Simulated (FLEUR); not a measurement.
**FePt (Tetraferroplatinum): which magnetic order is lowest**

Aim: find out whether FePt (Tetraferroplatinum) carries moments, and which collinear order costs least.

Program: FLEUR MaX-R8.1. Level of theory: PBEsol; all-electron FLAPW, Dirac cores, scalar-relativistic bands. Results are calculated unless marked as measured.

### Step 1. The starting structure

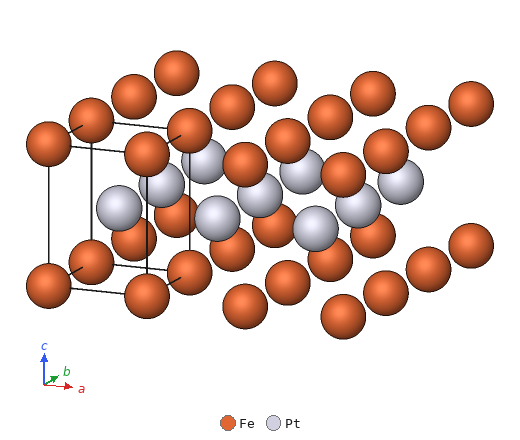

Start, viewed slightly off an axis; iron orange, platinum light grey. 3×3×1 cells are drawn. Some periodic images of atoms are drawn too.

### Step 2. Start 1: ferro +

The parallel start is the test of whether parallel moments hold.

inpgen writes inp.xml from crystal.txt; cutoffs, mixing, functional, smearing and local orbitals are then set in the file. The k list default-1 (kpts.xml, not shown) is a Γ-centred 10×10×10 mesh; where the ranks do not divide the number of points, some are split in two of half the weight.

The input, inp.xml:

```
<?xml version="1.0" encoding="UTF-8" standalone="no"?>
<fleurInput fleurInputVersion="0.39">
   <comment>
      FePt
   </comment>
   <calculationSetup>
      <cutoffs Kmax="3.6" Gmax="10.8" GmaxXC="10.8" numbands="0"/>
      <scfLoop itmax="90" minDistance="0.00002" maxIterBroyd="15" imix="Anderson" alpha="0.05" precondParam="0.0" spinf="2.0" sdNocoIR="T"/>
      <coreElectrons ctail="T" frcor="F" kcrel="0" coretail_lmax="0"/>
      <xcFunctional name="PBEs" relativisticCorrections="F"/>
      <magnetism jspins="2"/>
      <soc l_soc="F" theta="0.0" phi="0.0" spav="F"/>
      <expertModes spex="0" secvar="F"/>
      <geometryOptimization l_f="F" forcealpha="1.0" forcemix="BFGS" epsdisp="0.00001" epsforce="0.00001"/>
      <ldaU l_linMix="F" mixParam="0.05" spinf="1.0"/>
   </calculationSetup>
   <cell>
      <bzIntegration valenceElectrons="32.0" mode="hist" fermiSmearingEnergy="0.00183747">
         <kPointListSelection listName="default-1"/>
         <xi:include xmlns:xi="http://www.w3.org/2001/XInclude" href="kpts.xml"> </xi:include>
      </bzIntegration>
      <xi:include xmlns:xi="http://www.w3.org/2001/XInclude" href="sym.xml"> </xi:include>
      <bulkLattice scale="1.0">
         <bravaisMatrix>
            <row-1>    5.1466691003480998     0.0000000000000000     0.0000000000000000</row-1>
            <row-2>    0.0000000000000000     5.1466691003480998     0.0000000000000000</row-2>
            <row-3>    0.0000000000000000     0.0000000000000000     7.0297811835120001</row-3>
         </bravaisMatrix>
      </bulkLattice>
   </cell>
   <atomSpecies>
      <species name="Iron (Fe) 2.800" element="Fe" atomicNumber="26">
         <mtSphere radius="2.47" gridPoints="817" logIncrement="0.015"/>
         <atomicCutoffs lmax="10" lnonsphr="8"/>
         <electronConfig flipSpins="F">
            <coreConfig>(1s1/2) (2s1/2) (2p1/2) (2p3/2)</coreConfig>
            <valenceConfig>(3s1/2) (3p1/2) (3p3/2) (4s1/2) (3d3/2) (3d5/2)</valenceConfig>
            <stateOccupation state="(3d3/2)" spinUp="1.4" spinDown="1.0"/>
            <stateOccupation state="(3d5/2)" spinUp="3.0" spinDown="0.6"/>
         </electronConfig>
         <energyParameters s="4" p="4" d="3" f="4"/>
         <lo type="SCLO" l="0" n="3" eDeriv="0"/>
         <lo type="SCLO" l="1" n="3" eDeriv="0"/>
      </species>
      <species name="Platinum (Pt)" element="Pt" atomicNumber="78">
         <mtSphere radius="2.47" gridPoints="817" logIncrement="0.016"/>
         <atomicCutoffs lmax="10" lnonsphr="8"/>
         <electronConfig flipSpins="F">
            <coreConfig>(1s1/2) (2s1/2) (2p1/2) (2p3/2) (3s1/2) (3p1/2) (3p3/2) (4s1/2) (3d3/2) (3d5/2) (4p1/2) (4p3/2) (5s1/2) (4d3/2) (4d5/2) (4f5/2) (4f7/2)</coreConfig>
            <valenceConfig>(5p1/2) (5p3/2) (6s1/2) (5d3/2) (5d5/2)</valenceConfig>
            <stateOccupation state="(6s1/2)" spinUp="0.500000" spinDown="0.500000"/>
            <stateOccupation state="(5d3/2)" spinUp="1.800000" spinDown="1.800000"/>
            <stateOccupation state="(5d5/2)" spinUp="2.700000" spinDown="2.700000"/>
         </electronConfig>
         <energyParameters s="6" p="6" d="5" f="5"/>
         <lo type="SCLO" l="1" n="5" eDeriv="0"/>
      </species>
   </atomSpecies>
   <atomGroups>
      <atomGroup species="Iron (Fe) 2.800">
         <relPos label="                   1">.0000000000 .0000000000 .0000000000</relPos>
         <force calculate="T" relaxXYZ="TTT"/>
      </atomGroup>
      <atomGroup species="Platinum (Pt)">
         <relPos label="                   2">1.000/2.000 1.000/2.000 1.000/2.000</relPos>
         <force calculate="T" relaxXYZ="TTT"/>
      </atomGroup>
   </atomGroups>
   <output dos="F" band="F" slice="F">
      <bandDOS minEnergy="-.5*Htr" maxEnergy="0.5*Htr" sigma="0.015" storeEVData="T"/>
      <plotting iplot="0" polar="F">
         <plot TwoD="T" vec1="  1.0  0.0  0.0" vec2="  0.0  1.0  0.0" vec3="  0.0  0.0  1.0" zero="  0.0  0.0  0.0" file="plot"/>
      </plotting>
      <moessbauerParams electricFieldGradient="F" isomerShift="F" coreHyperfine="F" valenceHyperfine="F"/>
   </output>
</fleurInput>
```

The input, crystal.txt:

```
FePt
&input film=F cartesian=F /
2.72350000000  0.00000000000  0.00000000000
0.00000000000  2.72350000000  0.00000000000
0.00000000000  0.00000000000  3.72000000000
1.8897261246
1.0 1.0 1.0

2
26 0.00000000000  0.00000000000  0.00000000000 : 2.800
78 0.50000000000  0.50000000000  0.50000000000

&kpt div1=10 div2=10 div3=10 gamma=T /
```

Run with:

```
$ OMP_NUM_THREADS=1 inpgen -f crystal.txt > inpgen.log  # inp.xml is then edited as shown
$ OMP_NUM_THREADS=1 mpirun -n 4 fleur_MPI > fleur.log
```

The program printed:

```text
Welcome to FLEUR        (www.flapw.de)
      MaX-Release 8.1          (www.max-centre.eu)

 ========== k-point set info ==========
 Selected k-point list: default-1
 k-point list type: mesh
 0 x 0 x 0
 Number of k points: 128

 ------------Calculation Setup---------------------------
 Number of MPI-tasks      :            4
 Number of PE/node        :            4
 Number of OMP-threads    :            1
 k-points in parallel     :            4
 pe's per k-point         :            1
 No of k-point loops      :           32
 Eigenvalue solver        :       lapack
 Number of basis functions:          166
 Approximate size of matrices (H+S) per k-point:         0.000 GB
 --------------------------------------------------------
 Iteration:     1   Distance:      39.66202276 me/bohr^3
 Iteration:     2   Distance:      16.28939652 me/bohr^3
 Iteration:     3   Distance:      13.35528811 me/bohr^3
 Iteration:     4   Distance:       9.82616090 me/bohr^3
 Iteration:     5   Distance:       9.89560066 me/bohr^3
 Iteration:     6   Distance:       9.85498510 me/bohr^3
 Iteration:     7   Distance:       3.38440172 me/bohr^3
 Iteration:     8   Distance:       2.13216244 me/bohr^3
 Iteration:     9   Distance:       1.00859255 me/bohr^3
 Iteration:    10   Distance:       0.61627118 me/bohr^3
 Iteration:    11   Distance:       0.26269852 me/bohr^3
 Iteration:    12   Distance:       0.26030203 me/bohr^3
 Iteration:    13   Distance:       0.02521307 me/bohr^3
 Iteration:    14   Distance:       0.04489140 me/bohr^3
 Iteration:    15   Distance:       0.00998361 me/bohr^3
 Iteration:    16   Distance:       0.00921174 me/bohr^3
 Iteration:    17   Distance:       0.00753508 me/bohr^3
 Iteration:    18   Distance:       0.00152247 me/bohr^3
 Iteration:    19   Distance:       0.00064486 me/bohr^3
 Iteration:    20   Distance:       0.00029023 me/bohr^3
 Iteration:    21   Distance:       0.00011416 me/bohr^3
 Iteration:    22   Distance:       0.00003819 me/bohr^3
 Iteration:    23   Distance:       0.00000883 me/bohr^3

 ********************************************************************
 Run finished successfully
 Stop message:
   all done
 ********************************************************************

--- out.xml (last complete iteration) ---
<iteration numberForCurrentRun="   23" overallNumber="   23">
         [... left out ...]
         <bandgap value="0.0293441992" units="eV"/>
         <sumValenceSingleParticleEnergies value="-18.4732470889" units="Htr"/>
         <FermiEnergy value="0.4196836009" units="Htr"/>
         <valenceDensity>
            <mtCharges spin="1">
               <mtCharge atomType="1" total="9.0897522" s="1.2243252" p="3.2401854" d="4.5896916" f="0.0262014"/>
               <mtCharge atomType="2" total="7.4497552" s="0.2580281" p="3.1760657" d="3.9828921" f="0.0252708"/>
            </mtCharges>
            <mtCharges spin="2">
               <mtCharge atomType="1" total="6.1068857" s="1.2163202" p="3.2446406" d="1.6130430" f="0.0243072"/>
               <mtCharge atomType="2" total="7.0512740" s="0.2752365" p="3.2131833" d="3.5362112" f="0.0208174"/>
            </mtCharges>
            <spinDependentCharge spin="1" total="17.6634260" interstitial="1.1239186" mtSpheres="16.5395074"/>
            <spinDependentCharge spin="2" total="14.3365740" interstitial="1.1784143" mtSpheres="13.1581597"/>
            <totalCharge value="32.0000000000"/>
         </valenceDensity>
         [... left out ...]
         <allElectronCharges>
            <spinDependentCharge spin="1" total="53.6634260" interstitial="1.1245030" mtSpheres="52.5389230"/>
            <spinDependentCharge spin="2" total="50.3365740" interstitial="1.1790005" mtSpheres="49.1575735"/>
            <totalCharge value="103.9999999888"/>
         </allElectronCharges>
         <magneticMomentsInMTSpheres units="muBohr">
            <globalMagMoment atomType="1" vec="0.00000   0.00000   2.98287"/>
            <localMagMoment atomType="1" vec="0.00000   0.00000   2.98287"/>
            <globalMagMoment atomType="2" vec="0.00000   0.00000   0.39848"/>
            <localMagMoment atomType="2" vec="0.00000   0.00000   0.39848"/>
         </magneticMomentsInMTSpheres>
         <moessbauerParams unitsHFF="kG" unitsIS="e/bohr^3" unitsEFG="Htr/bohr^2">
         </moessbauerParams>
         <totalEnergy value="   -19713.2398041749" units="Htr">
            <sumOfEigenvalues value="   -12058.1519046790">
               <coreElectrons value="-12039.6786575901"/>
               <valenceElectrons value="-18.4732470889"/>
            </sumOfEigenvalues>
            <densityCoulombPotentialIntegral value="-33914.1809991217"/>
            <densityEffectivePotentialIntegral value="-34449.7633808838"/>
            <chargeDenXCDenIntegral value="-406.8952905555"/>
            <FockExchangeEnergyValence value="0.0000000000"/>
            <FockExchangeEnergyCore value="0.0000000000"/>
            <atomTypeDependentContributions atomType="1">
               <electronNucleiInteractionDifferentMTs value="1520.7018863936"/>
               <MadelungTerm value="-9.7797899872"/>
            </atomTypeDependentContributions>
            <atomTypeDependentContributions atomType="2">
               <electronNucleiInteractionDifferentMTs value="23171.2521410299"/>
               <MadelungTerm value="-39.1316728526"/>
            </atomTypeDependentContributions>
            <tkbTimesEntropy value="0.0003175016"/>
            <freeEnergy value="-19713.2401216766"/>
            <extrapolationTo0K value="-19713.2399629258"/>
         </totalEnergy>
         <densityConvergence units="me/bohr^3">
            <chargeDensity spin="1" distance="0.0000057390"/>
            <chargeDensity spin="2" distance="0.0000064638"/>
            <overallChargeDensity distance="0.0000088332"/>
            <spinDensity distance="0.0000084504"/>
         </densityConvergence>
      </iteration>
```

Elapsed: 30 s, on 4 MPI ranks of Arm Neoverse V1, shared host; peak memory 0.25 GiB.

Spin moment in the muffin-tin sphere by atom:

```csv
atom,spin moment in the muffin-tin sphere (μB)
Fe1,2.98
Pt2,0.40
```

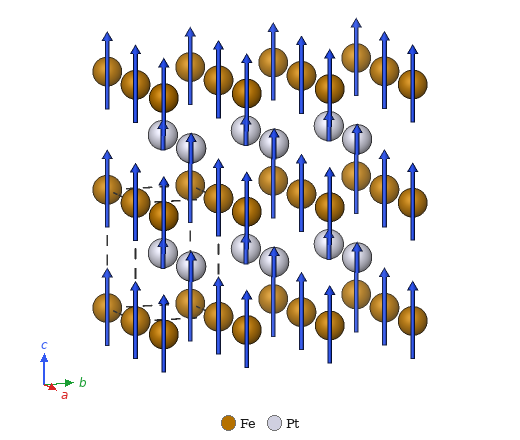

Spin moment in the muffin-tin sphere as arrows, the longest 2.98 μB. Up and down stand for the sign. Arrows give size and sign along the axis of quantisation, drawn up and down the page. Each arrow also spans its atom, so small moments look longer than they are. 2×3×2 cells are drawn. Some periodic images of atoms are drawn too.

Numbers from this step:

```yaml
free_energy: -536424.5911 eV
program_s_band_gap_on_this_mesh_in_a_metal_only_a_level_spacing: 0.02934 eV
magnetization: 3.327 μB
final_state: ferromagnetic
```

After 23 cycles the largest moment stands at 2.98 μB.

### Step 3. Start 2: antiferro q=(0,1/2,0) +-

Another pattern of signs weighs the neighbour shells otherwise.

This order needs a doubled cell of 4 atoms. The mesh is halved along the doubled vector, so that both cells sample the same points. The k list default-1 (kpts.xml, not shown) is a Γ-centred 10×5×10 mesh.

inp.xml, as its differences from that of step 2:

```diff
@@ -17,3 +17,3 @@
    <cell>
-      <bzIntegration valenceElectrons="32.0" mode="hist" fermiSmearingEnergy="0.00183747">
+      <bzIntegration valenceElectrons="64.0" mode="hist" fermiSmearingEnergy="0.00183747">
          <kPointListSelection listName="default-1"/>
@@ -25,3 +25,3 @@
             <row-1>    5.1466691003480998     0.0000000000000000     0.0000000000000000</row-1>
-            <row-2>    0.0000000000000000     5.1466691003480998     0.0000000000000000</row-2>
+            <row-2>    0.0000000000000000    10.2933382006961995     0.0000000000000000</row-2>
             <row-3>    0.0000000000000000     0.0000000000000000     7.0297811835120001</row-3>
@@ -39,2 +39,15 @@
             <stateOccupation state="(3d5/2)" spinUp="3.0" spinDown="0.6"/>
+         </electronConfig>
+         <energyParameters s="4" p="4" d="3" f="4"/>
+         <lo type="SCLO" l="0" n="3" eDeriv="0"/>
+         <lo type="SCLO" l="1" n="3" eDeriv="0"/>
+      </species>
+      <species name="Iron (Fe) -2.800" element="Fe" atomicNumber="26">
+         <mtSphere radius="2.47" gridPoints="817" logIncrement="0.015"/>
+         <atomicCutoffs lmax="10" lnonsphr="8"/>
+         <electronConfig flipSpins="F">
+            <coreConfig>(1s1/2) (2s1/2) (2p1/2) (2p3/2)</coreConfig>
+            <valenceConfig>(3s1/2) (3p1/2) (3p3/2) (4s1/2) (3d3/2) (3d5/2)</valenceConfig>
+            <stateOccupation state="(3d3/2)" spinUp="1.0" spinDown="1.4"/>
+            <stateOccupation state="(3d5/2)" spinUp="0.6" spinDown="3.0"/>
          </electronConfig>
@@ -63,4 +76,9 @@
       </atomGroup>
+      <atomGroup species="Iron (Fe) -2.800">
+         <relPos label="                   2">.0000000000 1.000/2.000 .0000000000</relPos>
+         <force calculate="T" relaxXYZ="TTT"/>
+      </atomGroup>
       <atomGroup species="Platinum (Pt)">
-         <relPos label="                   2">1.000/2.000 1.000/2.000 1.000/2.000</relPos>
+         <relPos label="                   3">1.000/2.000 1.000/4.000 1.000/2.000</relPos>
+         <relPos label="                   4">1.000/2.000 -1.000/4.000 1.000/2.000</relPos>
          <force calculate="T" relaxXYZ="TTT"/>
```

The input, crystal.txt:

```
FePt
&input film=F cartesian=F /
2.72350000000  0.00000000000  0.00000000000
0.00000000000  5.44700000000  0.00000000000
0.00000000000  0.00000000000  3.72000000000
1.8897261246
1.0 1.0 1.0

4
26 0.00000000000  0.00000000000  0.00000000000 : 2.800
26 0.00000000000  0.50000000000  0.00000000000 : -2.800
78 0.50000000000  0.25000000000  0.50000000000
78 0.50000000000  0.75000000000  0.50000000000

&kpt div1=10 div2=5 div3=10 gamma=T /
```

The program printed:

```text
[banner, memory and clock lines left out]
Welcome to FLEUR        (www.flapw.de)
      MaX-Release 8.1          (www.max-centre.eu)

 ========== k-point set info ==========
 Selected k-point list: default-1
 k-point list type: mesh
 10 x 5 x 10
 Number of k points: 108

 ------------Calculation Setup---------------------------
 Number of PE/node        :            4
 Number of OMP-threads    :            1
 k-points in parallel     :            4
 pe's per k-point         :            1
 No of k-point loops      :           27
 Eigenvalue solver        :       lapack
 Number of basis functions:          328
 Approximate size of matrices (H+S) per k-point:         0.002 GB
 Iteration:     1   Distance:      38.40468777 me/bohr^3
 Iteration:     2   Distance:      17.03772773 me/bohr^3
 Iteration:     3   Distance:      13.56666951 me/bohr^3
 Iteration:     4   Distance:       8.18443265 me/bohr^3
 Iteration:     5   Distance:       6.54235132 me/bohr^3
 Iteration:     6   Distance:       5.95016248 me/bohr^3
 Iteration:     7   Distance:       3.63478417 me/bohr^3
 Iteration:     8   Distance:       2.55626917 me/bohr^3
 Iteration:     9   Distance:       0.89996187 me/bohr^3
 Iteration:    10   Distance:       0.90389384 me/bohr^3
 Iteration:    11   Distance:       0.38828233 me/bohr^3
 Iteration:    12   Distance:       0.40805053 me/bohr^3
 Iteration:    13   Distance:       0.07373683 me/bohr^3
 Iteration:    14   Distance:       0.08009526 me/bohr^3
 Iteration:    15   Distance:       0.01616223 me/bohr^3
 Iteration:    16   Distance:       0.01453466 me/bohr^3
 Iteration:    17   Distance:       0.01357578 me/bohr^3
 Iteration:    18   Distance:       0.01224806 me/bohr^3
 Iteration:    19   Distance:       0.00539857 me/bohr^3
 Iteration:    20   Distance:       0.00319845 me/bohr^3
 Iteration:    21   Distance:       0.00060188 me/bohr^3
 Iteration:    22   Distance:       0.00054403 me/bohr^3
 Iteration:    23   Distance:       0.00036046 me/bohr^3
 Iteration:    24   Distance:       0.00012892 me/bohr^3
 Iteration:    25   Distance:       0.00009451 me/bohr^3
 Iteration:    26   Distance:       0.00002906 me/bohr^3
 Iteration:    27   Distance:       0.00001132 me/bohr^3

 ********************************************************************
 Run finished successfully
 Stop message:
   all done
 ********************************************************************

--- out.xml (last complete iteration) ---
<iteration numberForCurrentRun="   27" overallNumber="   27">
         [... left out ...]
         <bandgap value="0.0000038922" units="eV"/>
         <sumValenceSingleParticleEnergies value="-37.0175828568" units="Htr"/>
         <FermiEnergy value="0.4269846842" units="Htr"/>
         <valenceDensity>
            <mtCharges spin="1">
               <mtCharge atomType="1" total="9.0636409" s="1.2346887" p="3.2524711" d="4.5427975" f="0.0249334"/>
               <mtCharge atomType="2" total="6.1367978" s="1.2095884" p="3.2379665" d="1.6544006" f="0.0257117"/>
               <mtCharge atomType="3" total="7.2465057" s="0.2702610" p="3.1959628" d="3.7497888" f="0.0238297"/>
            </mtCharges>
            <mtCharges spin="2">
               <mtCharge atomType="1" total="6.1367867" s="1.2095872" p="3.2379647" d="1.6543926" f="0.0257116"/>
               <mtCharge atomType="2" total="9.0636402" s="1.2346901" p="3.2524730" d="4.5427933" f="0.0249335"/>
               <mtCharge atomType="3" total="7.2465083" s="0.2702610" p="3.1959628" d="3.7497916" f="0.0238297"/>
            </mtCharges>
            <spinDependentCharge spin="1" total="32.0000034" interstitial="2.3065533" mtSpheres="29.6934501"/>
            <spinDependentCharge spin="2" total="31.9999966" interstitial="2.3065530" mtSpheres="29.6934436"/>
            <totalCharge value="64.0000000000"/>
         </valenceDensity>
         [... left out ...]
         <magneticMomentsInMTSpheres units="muBohr">
            <globalMagMoment atomType="1" vec="0.00000   0.00000   2.92685"/>
            <localMagMoment atomType="1" vec="0.00000   0.00000   2.92685"/>
            <globalMagMoment atomType="2" vec="0.00000   0.00000  -2.92684"/>
            <localMagMoment atomType="2" vec="0.00000   0.00000  -2.92684"/>
            <globalMagMoment atomType="3" vec="0.00000   0.00000   0.00000"/>
            <localMagMoment atomType="3" vec="0.00000   0.00000   0.00000"/>
         </magneticMomentsInMTSpheres>
         [... left out ...]
         <totalEnergy value="   -39426.4778556974" units="Htr">
            <sumOfEigenvalues value="   -24116.7404839421">
               <coreElectrons value="-24079.7229010853"/>
               <valenceElectrons value="-37.0175828568"/>
            </sumOfEigenvalues>
            <densityCoulombPotentialIntegral value="-67828.7789678052"/>
            <densityEffectivePotentialIntegral value="-68899.9062987292"/>
            <chargeDenXCDenIntegral value="-813.7623617148"/>
            <FockExchangeEnergyValence value="0.0000000000"/>
            <FockExchangeEnergyCore value="0.0000000000"/>
         [... left out ...]
            <tkbTimesEntropy value="0.0011315606"/>
            <freeEnergy value="-39426.4789872581"/>
            <extrapolationTo0K value="-39426.4784214777"/>
         </totalEnergy>
         <densityConvergence units="me/bohr^3">
            <chargeDensity spin="1" distance="0.0000067977"/>
            <chargeDensity spin="2" distance="0.0000063869"/>
            <overallChargeDensity distance="0.0000113212"/>
            <spinDensity distance="0.0000067701"/>
         </densityConvergence>
      </iteration>
```

Run time: 1.9 min. Hardware: 4 MPI ranks; peak memory 0.4 GiB.

Spin moment in the muffin-tin sphere by atom:

```csv
atom,spin moment in the muffin-tin sphere (μB)
Fe1,2.93
Fe2,-2.93
Pt3,0.00
Pt4,0.00
```

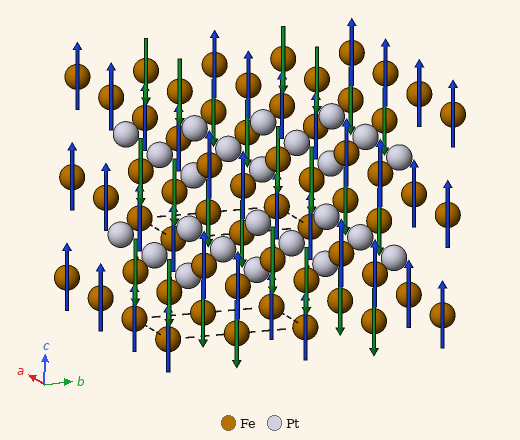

Spin moment in the muffin-tin sphere as arrows, the longest 2.93 μB. Up and down stand for the sign. Arrows give size and sign along the axis of quantisation, drawn up and down the page. The two directions have two colours. 3×2×2 cells are drawn. Some periodic images of atoms are drawn too.

Read from the output:

- free energy: -1072849.1480 eV
- program's band gap on this mesh (in a metal only a level spacing): 3.89e-6 eV
- magnetization: 0 μB
- final state: antiferromagnetic

It lies 17.1 meV a seeded atom over the first start, and its largest moment is 2.93 μB against 2.98 μB.

(Part 1 of 2 ends here.)

[Logs and program files are shortened in this print: banners, set-up blocks, solver, clock and traceback lines can be left out without a mark of their own.]

[Logs are printed without paths, hosts, clocks, repeated set-up lines and the standing remarks that a program may print on its own settings, such as how far it seeks lower states.]

[Hosts, paths, dates, database ids (printed as entryN), source tags and the programs' standing remarks are cut or masked in the printed files.]

[Where a cell is said to come from a database of computed structures, the database is the Materials Project.]
